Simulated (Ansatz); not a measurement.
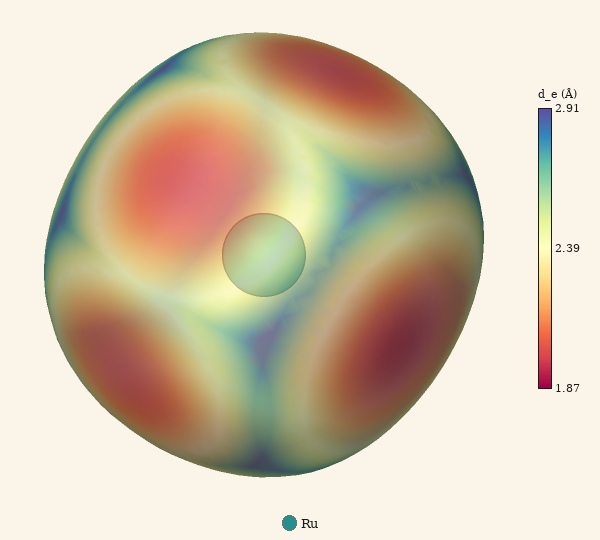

Hirshfeld surface computed for one Ru atom in Rb₃Ru in space group P6/mmm, coloured by d_e.

The surface is where the fragment's share of the procrystal density (the sum of the densities of spherically averaged neutral Hartree-Fock atoms) equals one half. d_i and d_e are the distances from the surface to the nearest nucleus inside and outside. From Rb on the atoms have core potentials, so only their outer electrons count.

The cell is taken from coordinates from a relaxation with Ansatz, DFT PBE, scalar-relativistic, plane waves, PAW; the starting structure was generated, so it need not be a known form of this composition.

```xyz
4
Lattice="7.8963 0.0000 0.0000 -3.9481 6.8384 0.0000 0.0000 0.0000 3.6278" Properties=species:S:1:pos:R:3 pbc="T T T"
Rb    3.9481    0.0000    0.0000
Rb   -1.9741    3.4192    0.0000
Rb    1.9741    3.4192    0.0000
Ru    0.0000    0.0000    0.0000
```

> What is the shortest distance from the fragment to an atom outside it?

Ru–Ru, 3.63 Å.

> How is the surface shared among contacts (nearest atom inside ··· nearest atom outside)?

Ru···Rb 65 %, Ru···Ru 35 %. The surface faces 8 neighbours with more than 2 % of its area each: 6 Rb + 2 Ru.

> Give the size and shape of the surface.

It encloses about 34.8 Å³, has an area of about 52 Å² and a globularity of 0.99 (1 for a sphere).
